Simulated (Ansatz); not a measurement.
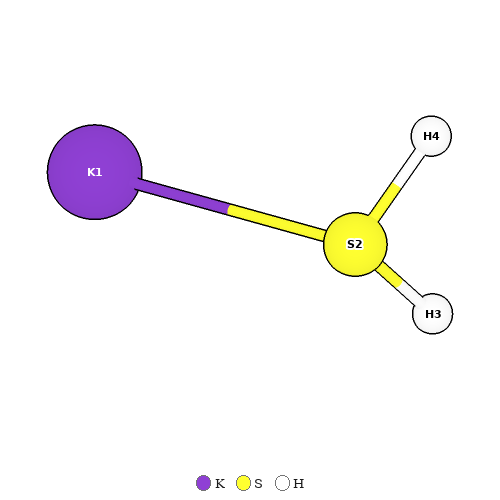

The system is H₂KS, charge +1; the picture shows the reference structure. Coordinates scanned: (1) separation of S2 and K1 along their line in the relaxed pair; (2) sideways slip of K1. Nothing is relaxed (both partners rigid). Grid: 13 × 13 points; 148 points were computed and 21 follow by symmetry. Points are written as (first, second). Energies are in kJ/mol, from the ion and the molecule far apart, frozen as in the relaxed pair, each in its own basis (no counterpoise correction). Level of theory: RHF-MP2, frozen core/def2-TZVPD (Ansatz 0.2.0).

Its coordinates:

| atom | x (Å) | y (Å) | z (Å) |
| --- | --- | --- | --- |
| K | 0.1175 | 0.0295 | -2.6513 |
| S | 0.2953 | 0.4178 | 0.5962 |
| H | -0.9808 | 0.3634 | 0.9996 |
| H | 0.5680 | -0.8106 | 1.0554 |

Range: separation of S2 and K1 along their line in the relaxed pair from 2.751 to 4.151 Å; sideways slip of K1 from −2.20 to 2.20 Å.

> What landscape does the calculation give?

The lowest grid point is at (3.282 Å, 0.00 Å), −43.3 kJ/mol from the ion and the molecule far apart, frozen as in the relaxed pair, each in its own basis (no counterpoise correction). It is the only kind of minimum in the scanned range. The highest grid point, (2.751 Å, 0.00 Å), lies 28.7 kJ/mol above the lowest. Round the minimum the two coordinates are nearly uncoupled.

| second ↓, first → | 2.751 | 2.795 | 2.865 | 2.952 | 3.052 | 3.162 | 3.282 | 3.410 | 3.545 | 3.687 | 3.836 | 3.991 | 4.151 |
| --- | --- | --- | --- | --- | --- | --- | --- | --- | --- | --- | --- | --- | --- |
| 2.20 | −27.6 | −27.5 | −27.2 | −26.7 | −26.1 | −25.2 | −24.1 | −22.9 | −21.7 | −20.3 | −19.0 | −17.6 | −16.3 |
| 1.83 | −32.0 | −32.2 | −32.3 | −32.1 | −31.5 | −30.6 | −29.4 | −27.9 | −26.3 | −24.5 | −22.7 | −20.9 | −19.2 |
| 1.47 | −33.6 | −34.5 | −35.5 | −36.1 | −36.1 | −35.5 | −34.4 | −32.7 | −30.8 | −28.7 | −26.5 | −24.3 | −22.1 |
| 1.10 | −30.9 | −33.1 | −35.8 | −37.9 | −39.1 | −39.2 | −38.4 | −36.9 | −34.9 | −32.5 | −29.9 | −27.3 | −24.8 |
| 0.73 | −24.5 | −28.4 | −33.3 | −37.4 | −40.2 | −41.4 | −41.3 | −40.0 | −38.0 | −35.5 | −32.6 | −29.7 | −26.9 |
| 0.37 | −17.6 | −23.1 | −29.9 | −35.9 | −40.1 | −42.3 | −42.8 | −41.9 | −40.0 | −37.4 | −34.4 | −31.3 | −28.3 |
| 0.00 | −14.6 | −20.7 | −28.4 | −35.1 | −39.9 | −42.5 | −43.3 | −42.5 | −40.6 | −38.0 | −35.0 | −31.9 | −28.8 |
| −0.37 | −17.6 | −23.1 | −29.9 | −35.9 | −40.1 | −42.3 | −42.8 | −41.9 | −40.0 | −37.4 | −34.4 | −31.3 | −28.3 |
| −0.73 | −24.5 | −28.4 | −33.3 | −37.4 | −40.2 | −41.4 | −41.3 | −40.0 | −38.0 | −35.5 | −32.6 | −29.7 | −26.9 |
| −1.10 | −30.9 | −33.1 | −35.8 | −37.9 | −39.1 | −39.2 | −38.4 | −36.9 | −34.9 | −32.5 | −29.9 | −27.3 | −24.8 |
| −1.47 | −33.6 | −34.5 | −35.5 | −36.1 | −36.1 | −35.5 | −34.4 | −32.7 | −30.8 | −28.7 | −26.5 | −24.3 | −22.1 |
| −1.83 | −32.0 | −32.2 | −32.3 | −32.1 | −31.5 | −30.6 | −29.4 | −27.9 | −26.3 | −24.5 | −22.7 | −20.9 | −19.2 |
| −2.20 | −27.6 | −27.5 | −27.2 | −26.7 | −26.1 | −25.2 | −24.1 | −22.9 | −21.7 | −20.3 | −19.0 | −17.6 | −16.3 |

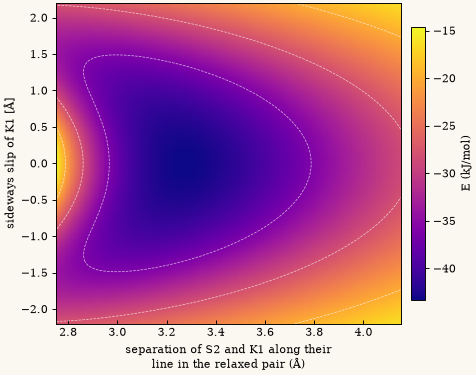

The picture shows a smooth colour map with a few white contour lines. Between grid points the surface is interpolated.

Each point was launched as `ansatz run input.yaml --threads 1 --pin off --max-ram 2560MiB --backend cpu --events-out ev --progress --plain --runs-dir out`. Time for the 148 points that were run: 11 min on 1 thread of Arm Neoverse N1 (shared host).
